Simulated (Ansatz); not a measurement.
# BCO (doublet): correlated methods under varied settings at distance C1–B2 = 4.064 Å

What do other methods and options give for BCO (doublet) at this geometry, and how long do they take?

Program: Ansatz 0.2.0, Gaussian basis. Level of theory: the settings change from run to run. These are calculated values, not measurements.

19 further runs of the same task are left out: 2 for a known fault of the program, 1 for a mislabelled method, 11 that didn't finish, 5 set aside as unsound or not needed.

### 1 The geometry

The geometry derives from a PBE0/def2-TZVP stationary point (not a proven minimum). One bond is set to the value named and the two fragments are kept rigid.

3 atoms, charge 0, spin multiplicity 2.

Atoms are counted from 1 here; the program's logs count them from 0.

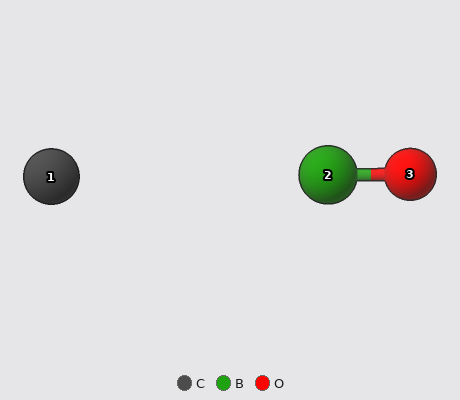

The structure; carbon dark grey, boron green, oxygen red; atoms are numbered from 1 in the order of the file.

### 2 NEVPT2(1,6)/STO-3G

Contents of in.yaml:

```yaml
crystal:
  periodic: [false, false, false]
  atoms:
    - {symbol: C, position_ang: [0.000000, 0.000000, 3.111967]}
    - {symbol: B, position_ang: [0.000000, 0.000000, -0.952033]}
    - {symbol: O, position_ang: [0.000000, 0.000000, -2.159933]}
basis:
  gaussian: {orbitals: STO-3G}
magnetization: {spin_polarized: false, initial_magnetization: 1}
hamiltonian: {pseudopotentials: {relativity: none}}
correlation: {method: sc_nevpt2, electrons: valence, active_space: {window: {electrons: 1, orbitals: 6}, states: [{multiplicity: 2, weights: [1, 0.5, 0.5, 1]}]}}
scf: {lower_state_search: off}
```

On the command line:

```
$ ansatz run in.yaml --threads 1 --pin off --events-out ev --progress --plain --max-ram 2393MiB
```

Output, cut to the lines that bear on the results:

```text
Functional definition: HF
  name "HF"
  cite "Fock, Z. Phys. 61, 126 (1930) doi:10.1007/BF01340294"
  parent pbe
[...]
223 factors; integrals over basis functions are off by at most 4.2e-8 eV
[...]
mean field -3680.41427947 eV, -135.2527300960 hartree, gradient 1.9e-6 eV, S^2 0.750000; 0 other end points of the search recorded, 0 dependent functions left out
reference -3680.41427947 eV, -135.2527300960 hartree; 10, 9 occupied and 5, 6 virtual orbitals, 223 factors
state -3679.08382971 eV, -135.2038369692 hartree
state -3671.45267395 eV, -134.9233971678 hartree
state -3671.45258733 eV, -134.9233939845 hartree
state -3669.37564915 eV, -134.8470679143 hartree
state -3679.08382971 eV, -135.2038369692 hartree; corrected -3682.79830839 eV, -135.3403415430 hartree
state -3671.45267395 eV, -134.9233971678 hartree; corrected -3663.16053733 eV, -134.6186667676 hartree
state -3671.45258733 eV, -134.9233939845 hartree; corrected -3663.16085108 eV, -134.6186782977 hartree
state -3669.37564915 eV, -134.8470679143 hartree; corrected -3674.56195546 eV, -135.0376611558 hartree
WARN: the results are in doubt because a perturber lies 3.355 eV below the state at -3671.45267395 eV, -134.9233971678 hartree; its orbitals belong in the active space
[...]
Total energy: -3673.50698602 eV, -134.9988917438 hartree
In doubt: a perturber lies 3.355 eV below the state at -3671.45267395 eV, -134.9233971678 hartree; its orbitals belong in the active space
In doubt: a perturber lies 3.356 eV below the state at -3671.45258733 eV, -134.9233939845 hartree; its orbitals belong in the active space
Checks for a lower state left out: stability, starts, cluster_reference, orbital_swaps, neighbouring_geometries, increment
```

Wall time 0.24 s (1 thread of Intel Xeon Platinum 8488C, shared host).

From the report: 2 determinants; active occupations (of the averaged states) 0.33, 0.33, 0.17, 0.17, 0.00, 0.00. Mind the lines of doubt at the end of the log.

### 3 BCCD(T) on ROHF/cc-pVDZ

Contents of in.yaml:

```yaml
crystal:
  periodic: [false, false, false]
  atoms:
    - {symbol: C, position_ang: [0.000000, 0.000000, 3.111967]}
    - {symbol: B, position_ang: [0.000000, 0.000000, -0.952033]}
    - {symbol: O, position_ang: [0.000000, 0.000000, -2.159933]}
basis:
  gaussian: {orbitals: cc-pVDZ}
magnetization: {spin_polarized: false, initial_magnetization: 1}
correlation: {method: bccd_t, electrons: valence}
output: {forces: true}
```

Same command.

Output, cut to the lines that bear on the results:

```text
Functional definition: HF
  name "HF"
  cite "Fock, Z. Phys. 61, 126 (1930) doi:10.1007/BF01340294"
  parent pbe
[...]
393 factors; integrals over basis functions are off by at most 8.1e-4 eV
[...]
mean field -3731.23874433 eV, -137.1204947295 hartree, gradient 1.3e-6 eV, S^2 0.750000; 13 other end points of the search recorded, 0 dependent functions left out
[...]
determinant -3731.23874433 eV, -137.1204947295 hartree, with singles and doubles -3740.66761273 eV, -137.4669992521 hartree
determinant -3731.17516370 eV, -137.1181581845 hartree, with singles and doubles -3740.61659185 eV, -137.4651242696 hartree
determinant -3729.32451653 eV, -137.0501481554 hartree, with singles and doubles -3740.80283377 eV, -137.4719685339 hartree
determinant -3728.60399374 eV, -137.0236694314 hartree, with singles and doubles -3737.32138554 eV, -137.3440276710 hartree
[...]
3 core orbitals not correlated: weight in the atoms' cores, before any rotation towards them, 1.000 or more for the frozen orbitals, at most 0.000 for the correlated occupied ones
reference -3729.32451653 eV, -137.0501481554 hartree; 7, 6 occupied and 32, 33 virtual orbitals, 393 factors
second order -10.43541962 eV of doubles, -0.08290289 eV of singles
cycle   1  -13.54998465 eV  change   -4.5e-1 eV  update   1.4e-1
[...]
cycle  37  -13.06511005 eV  change    2.3e-8 eV  update   9.0e-8
perturbative correction -0.32154028 eV, -0.0118163873 hartree
WARN: these amplitudes may be one of several solutions (largest doubles amplitude 0.12, level shift 7.07 eV)
[...]
Total energy: -3742.71116686 eV, -137.5420984812 hartree
Atom 0 at     0.000000     0.000000     3.111967 Å, force    -0.000000     0.000000    -0.042565 eV/Å
Atom 1 at     0.000000     0.000000    -0.952033 Å, force     0.000000     0.000000     1.109121 eV/Å
Atom 2 at     0.000000     0.000000    -2.159933 Å, force    -0.000000     0.000000    -1.066557 eV/Å
Dipole moment:    -0.000000    -0.000000     0.425204 e Å
```

Run time: 15 s. Hardware: 1 thread of Intel Xeon Platinum 8488C, shared host.

From the report: correlation -13.3867 eV; largest double amplitude 0.12. The report flags that the cluster equations may have other roots.

### 4 CASSCF(5,6)/STO-3G

in.yaml, as its differences from that of step 3:

```diff
@@ -7,5 +7,6 @@
 basis:
-  gaussian: {orbitals: cc-pVDZ}
+  gaussian: {orbitals: STO-3G}
 magnetization: {spin_polarized: false, initial_magnetization: 1}
-correlation: {method: bccd_t, electrons: valence}
+correlation: {active_space: {window: {electrons: 5, orbitals: 6}, states: [{multiplicity: 2, weights: [1, 0.5, 1, 1]}, {multiplicity: 4, weights: [1]}]}}
+accuracy: high
 output: {forces: true}
```

Launched as before.

Output, cut to the lines that bear on the results:

```text
Functional definition: HF
  name "HF"
  cite "Fock, Z. Phys. 61, 126 (1930) doi:10.1007/BF01340294"
  parent pbe
[...]
228 factors; integrals over basis functions are off by at most 3.2e-8 eV
[...]
mean field -3680.43804867 eV, -135.2536035982 hartree, gradient 2.3e-8 eV, S^2 0.750000; 14 other end points of the search recorded, 0 dependent functions left out
reference -3680.43804867 eV, -135.2536035982 hartree; 10, 9 occupied and 5, 6 virtual orbitals, 228 factors
state -3684.27972932 eV, -135.3947827581 hartree
state -3684.27923337 eV, -135.3947645321 hartree
state -3684.26748019 eV, -135.3943326110 hartree
state -3682.30585953 eV, -135.3222443811 hartree
state -3684.27506020 eV, -135.3946111711 hartree
[...]
Total energy: -3683.83727687 eV, -135.3785229305 hartree
Atom 0 at     0.000000     0.000000     3.111967 Å, force    -0.000000     0.000000    -0.005461 eV/Å
Atom 1 at     0.000000     0.000000    -0.952033 Å, force     0.000000     0.000000    -1.480764 eV/Å
Atom 2 at     0.000000     0.000000    -2.159933 Å, force     0.000000    -0.000000     1.486225 eV/Å
Dipole moment:     0.000000    -0.000000     0.329280 e Å
```

It took 3.9 s on 1 thread of Intel Xeon Platinum 8488C, shared host.

From the report: 300 determinants; active occupations (of the averaged states) 1.91, 1.00, 0.85, 0.75, 0.40, 0.09.

### 5 BCCD on UHF/6-31G

Contents of in.yaml:

```yaml
crystal:
  periodic: [false, false, false]
  atoms:
    - {symbol: C, position_ang: [0.000000, 0.000000, 3.111967]}
    - {symbol: B, position_ang: [0.000000, 0.000000, -0.952033]}
    - {symbol: O, position_ang: [0.000000, 0.000000, -2.159933]}
basis:
  gaussian: {orbitals: 6-31G}
magnetization: {spin_polarized: true, initial_magnetization: 1}
correlation: {method: bccd, electrons: outside_noble_gas}
```

Launched as before.

Output, cut to the lines that bear on the results:

```text
Functional definition: HF
  name "HF"
  cite "Fock, Z. Phys. 61, 126 (1930) doi:10.1007/BF01340294"
  parent pbe
[...]
328 factors; integrals over basis functions are off by at most 1.7e-4 eV
[...]
mean field -3732.12209887 eV, -137.1529574102 hartree, gradient 5.2e-6 eV, S^2 1.840802; 20 other end points of the search recorded, 0 dependent functions left out
determinant -3732.12209887 eV, -137.1529574102 hartree, with singles and doubles -3737.88408846 eV, -137.3647066221 hartree
determinant -3732.09011416 eV, -137.1517819937 hartree, with singles and doubles -3737.85524981 eV, -137.3636468212 hartree
determinant -3731.28858741 eV, -137.1223264291 hartree, with singles and doubles -3737.28856299 eV, -137.3428214649 hartree
determinant -3731.27269795 eV, -137.1217425021 hartree, with singles and doubles -3737.26873820 eV, -137.3420929171 hartree
[...]
determinant -3729.20383260 eV, -137.0457131030 hartree, with singles and doubles -3734.06666463 eV, -137.2244188837 hartree
determinant -3732.12209887 eV, -137.1529574102 hartree, with singles and doubles -3737.88768544 eV, -137.3648388087 hartree
determinant -3732.09011416 eV, -137.1517819937 hartree, with singles and doubles -3737.85882309 eV, -137.3637781368 hartree
3 core orbitals not correlated: weight in the atoms' cores, before any rotation towards them, 1.000 or more for the frozen orbitals, at most 0.000 for the correlated occupied ones
reference -3732.12209887 eV, -137.1529574102 hartree; 7, 6 occupied and 17, 18 virtual orbitals, 328 factors
second order -5.34680320 eV of doubles, -0.00000000 eV of singles
cycle   1  -5.70426562 eV  change    6.1e-2 eV  update   2.5e-2
[...]
cycle  14  -5.71125979 eV  change   -9.3e-6 eV  update   1.5e-5
WARN: the results are in doubt because among natural orbitals full CI differs from the method by -0.111 eV
Total energy: -3737.83335866 eV, -137.3628423364 hartree
In doubt: among natural orbitals full CI differs from the method by -0.111 eV
```

Wall time 3.8 s (1 thread of Intel Xeon Platinum 8488C, shared host).

From the report: ⟨S²⟩ of the determinant 1.841 (pure doublet: 0.75); correlation -5.7113 eV; largest double amplitude 0.13. The determinant is far from a pure spin state, so its energy mixes those of several spin states (harmless only where they are near-degenerate, as at dissociation). Mind the lines of doubt at the end of the log.

### 6 CCSDT(Q) on UHF/6-31G

in.yaml, as its differences from that of step 5:

```diff
@@ -9,2 +9,4 @@
 magnetization: {spin_polarized: true, initial_magnetization: 1}
-correlation: {method: bccd, electrons: outside_noble_gas}
+hamiltonian: {pseudopotentials: {relativity: none}}
+correlation: {method: ccsdt_q, electrons: valence}
+accuracy: high
```

Same command.

Output, cut to the lines that bear on the results:

```text
Functional definition: HF
  name "HF"
  cite "Fock, Z. Phys. 61, 126 (1930) doi:10.1007/BF01340294"
  parent pbe
[...]
567 factors; integrals over basis functions are off by at most 7.3e-9 eV
[...]
mean field -3732.12222662 eV, -137.1529621050 hartree, gradient 3.4e-8 eV, S^2 1.840800; 20 other end points of the search recorded, 0 dependent functions left out
determinant -3732.12222662 eV, -137.1529621050 hartree, with singles and doubles -3737.88424707 eV, -137.3647124508 hartree
determinant -3732.09024214 eV, -137.1517866971 hartree, with singles and doubles -3737.85540778 eV, -137.3636526264 hartree
determinant -3731.28871870 eV, -137.1223312537 hartree, with singles and doubles -3737.28872342 eV, -137.3428273603 hartree
determinant -3731.27283366 eV, -137.1217474895 hartree, with singles and doubles -3737.26890543 eV, -137.3420990627 hartree
[...]
determinant -3732.12222662 eV, -137.1529621050 hartree, with singles and doubles -3737.88784355 eV, -137.3648446190 hartree
determinant -3732.09024214 eV, -137.1517866971 hartree, with singles and doubles -3737.85898150 eV, -137.3637839581 hartree
determinant -3727.52065064 eV, -136.9838573069 hartree, with singles and doubles -3736.21061720 eV, -137.3032076875 hartree
3 core orbitals not correlated: weight in the atoms' cores, before any rotation towards them, 1.000 or more for the frozen orbitals, at most 0.000 for the correlated occupied ones
reference -3732.12222662 eV, -137.1529621050 hartree; 7, 6 occupied and 17, 18 virtual orbitals, 567 factors
second order -5.34686562 eV of doubles, -0.00000000 eV of singles
cycle   1  -5.20951685 eV  change    1.4e-1 eV  update   1.2e-1
[...]
cycle 147  -5.98896857 eV  change   2.5e-11 eV  update  6.0e-10
perturbative correction -0.02228443 eV, -0.0008189378 hartree
Total energy: -3738.13347963 eV, -137.3738715784 hartree
```

Wall time 27 s (1 thread of Intel Xeon Platinum 8488C, shared host).

From the report: ⟨S²⟩ of the determinant 1.841 (pure doublet: 0.75); correlation -6.0113 eV; T1 0.030; largest double amplitude 0.13. The determinant is far from a pure spin state, so its energy mixes those of several spin states (harmless only where they are near-degenerate, as at dissociation).

### 7 CASCI(7,5)/STO-3G

Contents of in.yaml:

```yaml
crystal:
  periodic: [false, false, false]
  atoms:
    - {symbol: C, position_ang: [0.000000, 0.000000, 3.111967]}
    - {symbol: B, position_ang: [0.000000, 0.000000, -0.952033]}
    - {symbol: O, position_ang: [0.000000, 0.000000, -2.159933]}
basis:
  gaussian: {orbitals: STO-3G}
magnetization: {spin_polarized: false, initial_magnetization: 1}
correlation: {active_space: {window: {electrons: 7, orbitals: 5}, fixed_orbitals: true}}
accuracy: high
```

Launched as before.

Output, cut to the lines that bear on the results:

```text
Functional definition: HF
  name "HF"
  cite "Fock, Z. Phys. 61, 126 (1930) doi:10.1007/BF01340294"
  parent pbe
[...]
228 factors; integrals over basis functions are off by at most 3.2e-8 eV
[...]
mean field -3680.43804867 eV, -135.2536035982 hartree, gradient 9.4e-9 eV, S^2 0.750000; 14 other end points of the search recorded, 0 dependent functions left out
reference -3680.43804867 eV, -135.2536035982 hartree; 10, 9 occupied and 5, 6 virtual orbitals, 228 factors
state -3683.38884466 eV, -135.3620433505 hartree
WARN: the results are in doubt because the space or a class takes a part of the degenerate orbitals at 7.1667 eV
Total energy: -3683.38884466 eV, -135.3620433505 hartree
In doubt: the space or a class takes a part of the degenerate orbitals at 7.1667 eV
```

It took 0.39 s on 1 thread of Intel Xeon Platinum 8488C, shared host.

From the report: 14 determinants; active occupations 2.00, 2.00, 1.04, 1.00, 0.96. The program marks this result as in doubt; its last lines say why.

### 8 CISDTQ/STO-3G

Contents of in.yaml:

```yaml
crystal:
  periodic: [false, false, false]
  atoms:
    - {symbol: C, position_ang: [0.000000, 0.000000, 3.111967]}
    - {symbol: B, position_ang: [0.000000, 0.000000, -0.952033]}
    - {symbol: O, position_ang: [0.000000, 0.000000, -2.159933]}
basis:
  gaussian: {orbitals: STO-3G, point_charges: [{charge: 1.00, position_ang: [4.018, 0.446, -0.970]}]}
magnetization: {spin_polarized: false, initial_magnetization: 1}
correlation: {active_space: {ras: {orbitals: [6, 1, 5], electrons: 13, max_holes: 4, max_particles: 4}, fixed_orbitals: true}}
```

The command is unchanged.

Output:

```text
Functional definition: HF
  name "HF"
  cite "Fock, Z. Phys. 61, 126 (1930) doi:10.1007/BF01340294"
  parent pbe
  exchange = exact_x
  correlation = 0
194 factors; integrals over basis functions are off by at most 5.1e-5 eV
mean field evaluation 1: about -3672.1045 eV, gradient 2.7e1 eV
mean field evaluation 2: about -3672.1272 eV, gradient 2.7e1 eV
mean field evaluation 4: about -3674.3697 eV, gradient 7.6e0 eV
mean field evaluation 8: about -3680.1294 eV, gradient 7.3e0 eV
mean field evaluation 16: about -3680.4200 eV, gradient 4.3e-3 eV
mean field evaluation 32: about -3680.4199 eV, gradient 3.8e-2 eV
mean field evaluation 64: about -3680.4200 eV, gradient 1.3e-2 eV
mean field evaluation 96: about -3676.7216 eV, gradient 6.0e0 eV
mean field evaluation 128: about -3680.3880 eV, gradient 1.3e0 eV
mean field -3680.41998171 eV, -135.2529396497 hartree, gradient 2.7e-6 eV, S^2 0.750000; 12 other end points of the search recorded, 0 dependent functions left out
reference -3680.41998171 eV, -135.2529396497 hartree; 10, 9 occupied and 5, 6 virtual orbitals, 194 factors
state -3687.33962096 eV, -135.5072317018 hartree
Total energy: -3687.33962096 eV, -135.5072317018 hartree
```

Run time: 4.5 s. Hardware: 1 thread of Intel Xeon Platinum 8488C, shared host.

From the report: 116,802 determinants.

### 9 NEVPT2(7,6)/cc-pVDZ

Contents of in.yaml:

```yaml
crystal:
  periodic: [false, false, false]
  atoms:
    - {symbol: C, position_ang: [0.000000, 0.000000, 3.111967]}
    - {symbol: B, position_ang: [0.000000, 0.000000, -0.952033]}
    - {symbol: O, position_ang: [0.000000, 0.000000, -2.159933]}
basis:
  gaussian: {orbitals: cc-pVDZ}
magnetization: {spin_polarized: false, initial_magnetization: 1}
correlation: {method: sc_nevpt2, electrons: valence, active_space: {window: {electrons: 7, orbitals: 6}}}
output: {forces: true}
```

Launched as before.

Output, cut to the lines that bear on the results:

```text
Functional definition: HF
  name "HF"
  cite "Fock, Z. Phys. 61, 126 (1930) doi:10.1007/BF01340294"
  parent pbe
[...]
393 factors; integrals over basis functions are off by at most 8.1e-4 eV
[...]
mean field -3731.23874433 eV, -137.1204947295 hartree, gradient 1.3e-6 eV, S^2 0.750000; 13 other end points of the search recorded, 0 dependent functions left out
reference -3731.23874433 eV, -137.1204947295 hartree; 10, 9 occupied and 32, 33 virtual orbitals, 393 factors
state -3734.31429629 eV, -137.2335191796 hartree
state -3734.31429629 eV, -137.2335191796 hartree; corrected -3741.75029771 eV, -137.5067871914 hartree
[...]
Total energy: -3741.75029771 eV, -137.5067871914 hartree
Atom 0 at     0.000000     0.000000     3.111967 Å, force    -0.000000    -0.000000    -0.060940 eV/Å
Atom 1 at     0.000000     0.000000    -0.952033 Å, force    -0.000000     0.000000     0.764968 eV/Å
Atom 2 at     0.000000     0.000000    -2.159933 Å, force     0.000000    -0.000000    -0.704029 eV/Å
Dipole moment:    -0.000000    -0.000000     0.447937 e Å
```

Run time: 7.5 s. Hardware: 1 thread of Intel Xeon Platinum 8488C, shared host.

From the report: 76 determinants; active occupations 1.99, 1.95, 1.10, 1.00, 0.90, 0.05.

### 10 MP2 on UHF/cc-pVDZ

Contents of in.yaml:

```yaml
crystal:
  periodic: [false, false, false]
  atoms:
    - {symbol: C, position_ang: [0.000000, 0.000000, 3.111967]}
    - {symbol: B, position_ang: [0.000000, 0.000000, -0.952033]}
    - {symbol: O, position_ang: [0.000000, 0.000000, -2.159933]}
basis:
  gaussian: {orbitals: cc-pVDZ}
magnetization: {spin_polarized: true, initial_magnetization: 1}
correlation: {method: mp2, electrons: outside_noble_gas}
output: {forces: true}
```

The command is unchanged.

Output, cut to the lines that bear on the results:

```text
Functional definition: HF
  name "HF"
  cite "Fock, Z. Phys. 61, 126 (1930) doi:10.1007/BF01340294"
  parent pbe
[...]
393 factors; integrals over basis functions are off by at most 8.1e-4 eV
[...]
mean field -3733.77049863 eV, -137.2135349840 hartree, gradient 1.7e-6 eV, S^2 1.808454; 20 other end points of the search recorded, 0 dependent functions left out
3 core orbitals not correlated: weight in the atoms' cores, before any rotation towards them, 1.000 or more for the frozen orbitals, at most 0.000 for the correlated occupied ones
reference -3733.77049863 eV, -137.2135349840 hartree; 7, 6 occupied and 32, 33 virtual orbitals, 393 factors
second order -7.95638110 eV of doubles, -0.00000000 eV of singles
[...]
Total energy: -3741.72687972 eV, -137.5059265963 hartree
Atom 0 at     0.000000     0.000000     3.111967 Å, force     0.000000     0.000000    -0.036852 eV/Å
Atom 1 at     0.000000     0.000000    -0.952033 Å, force     0.000000    -0.000000     0.849385 eV/Å
Atom 2 at     0.000000     0.000000    -2.159933 Å, force     0.000000     0.000000    -0.812532 eV/Å
Dipole moment:     0.000000    -0.000000     0.464459 e Å
```

Run time: 1.6 s. Hardware: 1 thread of Intel Xeon Platinum 8488C, shared host.

From the report: ⟨S²⟩ of the determinant 1.808 (pure doublet: 0.75). The determinant is far from a pure spin state, so its energy mixes those of several spin states (harmless only where they are near-degenerate, as at dissociation).

### 11 All runs side by side

 † marks a result that the program doubts.

| level | correlated | functions | energy (eV) | time |
| --- | --- | --- | --- | --- |
| NEVPT2(1,6)/STO-3G (mean of several states) † | valence | 15 | -3673.5070 | 0.24 s |
| BCCD(T) on ROHF/cc-pVDZ † | valence | 42 | -3742.7112 | 15 s |
| CASSCF(5,6)/STO-3G (mean of several states) |  | 15 | -3683.8373 | 3.9 s |
| BCCD on UHF/6-31G † | outside noble gas | 27 | -3737.8334 | 3.8 s |
| CCSDT(Q) on UHF/6-31G | valence | 27 | -3738.1335 | 27 s |
| CASCI(7,5)/STO-3G † |  | 15 | -3683.3888 | 0.39 s |
| CISDTQ/STO-3G (beside a point charge) | outside noble gas | 15 | -3687.3396 | 4.5 s |
| NEVPT2(7,6)/cc-pVDZ | valence | 42 | -3741.7503 | 7.5 s |
| MP2 on UHF/cc-pVDZ | outside noble gas | 42 | -3741.7269 | 1.6 s |

### 12 Outcome

```
quantity                                                  value
    runs                                                      9
quickest  NEVPT2(1,6)/STO-3G (mean of several states) †, 0.24 s
 slowest                            CCSDT(Q) on UHF/6-31G, 27 s
```

What this shows: Total energies in different bases, with other cores or another treatment of relativity can't be set against each other. CCSDT(Q) on UHF/6-31G took 113 times as long as NEVPT2(1,6)/STO-3G (mean of several states) †; the jobs differ in more than the method.
